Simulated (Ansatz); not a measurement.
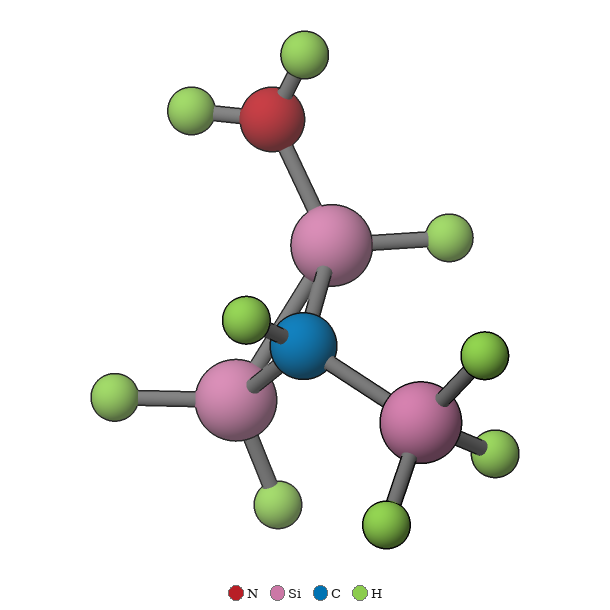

Computed geometry: PBE0-D4/def2-TZVP optimisation. No frequency run is at hand to confirm it as a minimum.

Question: Count the atoms of each element.

Answer: CH₉NSi₃, 14 atoms: 1 carbon, 9 hydrogen, 1 nitrogen and 3 silicon.

Question: Count the bonded pairs by element.

Answer: 6 Si–H, 3 C–Si, 2 N–H, 1 N–Si, 1 Si–Si, 1 C–H.

More results for the same structure follow; atom numbers are the same in all pictures, views and colours differ.

### Symmetry

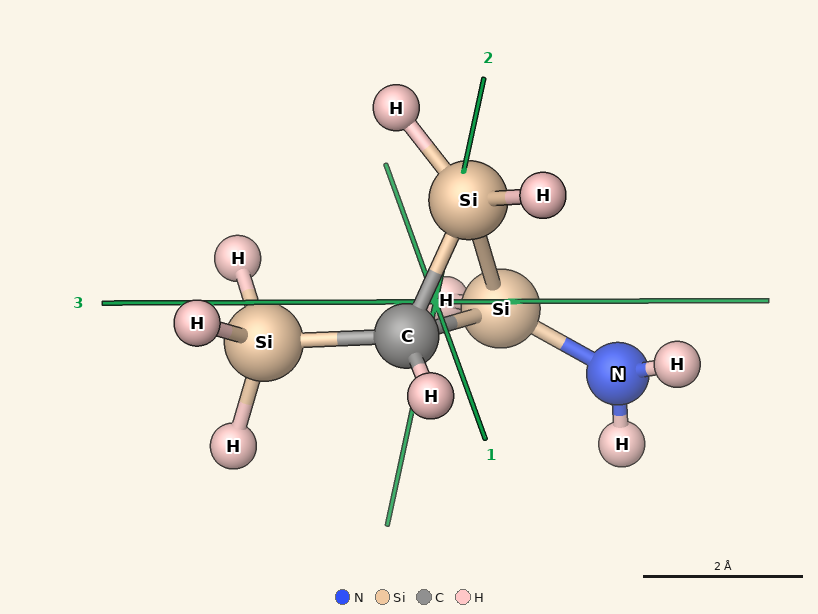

The three principal axes of inertia are drawn and numbered. Atoms fade into the background with distance from the viewer. No frequency run is at hand to confirm it as a minimum. Masses are those of the most abundant isotopes; constants are for the rigid equilibrium geometry.

Question: Which line is the a axis (least moment of inertia), which b and which c?

Answer: a is line 3, b is line 2, c is line 1; the moments are 145, 311, 412 u Å².

Question: Classify the rotor and give the rotational constants (MHz).

Answer: An asymmetric top (C1): A = 3496, B = 1625, C = 1227 MHz. Ray's parameter κ is −0.65, nearer the prolate limit.

### Dipole moment

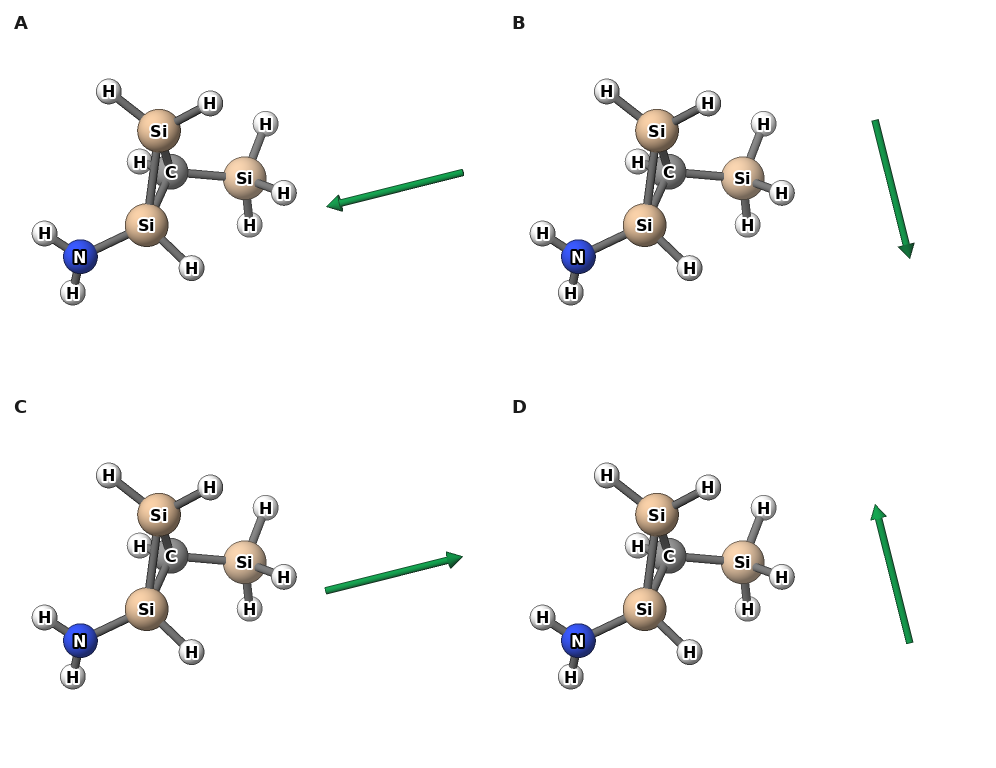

The same molecule four times, each with an arrow. No frequency run is at hand to confirm it as a minimum. Level of theory: RKS PBE0-D4/def2-TZVP (Ansatz 0.2.0).

Question: Which arrow points along the dipole moment, from the negative to the positive end?

Answer: A. The dipole moment is 2.37 D.

### Charges

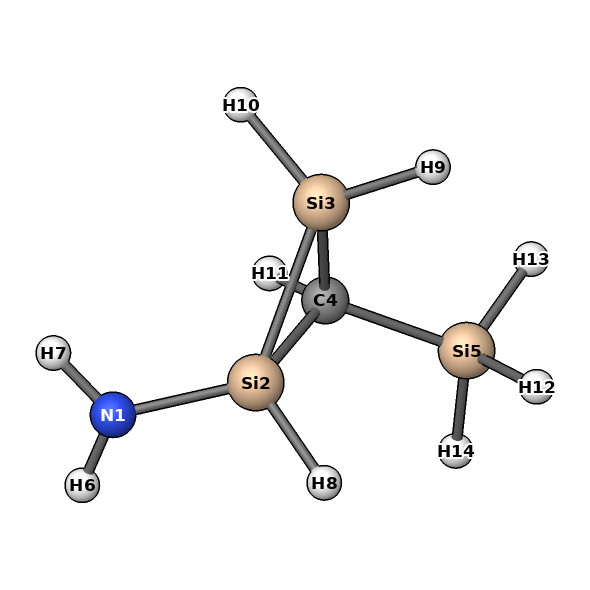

The questions are on Mulliken charges. No frequency run is at hand to confirm it as a minimum. Method: RKS ωB97M-V/def2-TZVPP (Ansatz 0.2.0).

Question: Which atom carries the highest charge (most positive or least negative)?

Answer: Si2 (0.27 e).

Question: And the lowest?

Answer: C4 (−0.39 e).

List the Mulliken charges.

| atom | value (e) |
| --- | --- |
| N1 | −0.35 |
| Si2 | 0.27 |
| Si3 | 0.08 |
| C4 | −0.39 |
| Si5 | 0.18 |
| H6 | 0.12 |
| H7 | 0.12 |
| H8 | −0.01 |
| H9 | 0.00 |
| H10 | −0.02 |
| H11 | 0.12 |
| H12 | −0.03 |
| H13 | −0.04 |
| H14 | −0.04 |

### Levels of theory compared

No frequency run is at hand to confirm it as a minimum. Program: Ansatz 0.2.0.

Tabulate HOMO–LUMO gap (eV) at these levels: B3LYP-D4/def2-TZVPP; PBE-D4/def2-TZVPP; PBE0-D4/def2-TZVPP; r2SCAN-D4/def2-TZVPP; ωB97M-V/def2-TZVPP; ωB97X-V/def2-TZVPP.

```
               level  HOMO–LUMO gap (eV)
 B3LYP-D4/def2-TZVPP                5.86
   PBE-D4/def2-TZVPP                4.33
  PBE0-D4/def2-TZVPP                6.22
r2SCAN-D4/def2-TZVPP                4.82
  ωB97M-V/def2-TZVPP                9.94
  ωB97X-V/def2-TZVPP               10.43
```

Mulliken values depend strongly on the basis set and can even reverse the polarity of a bond.
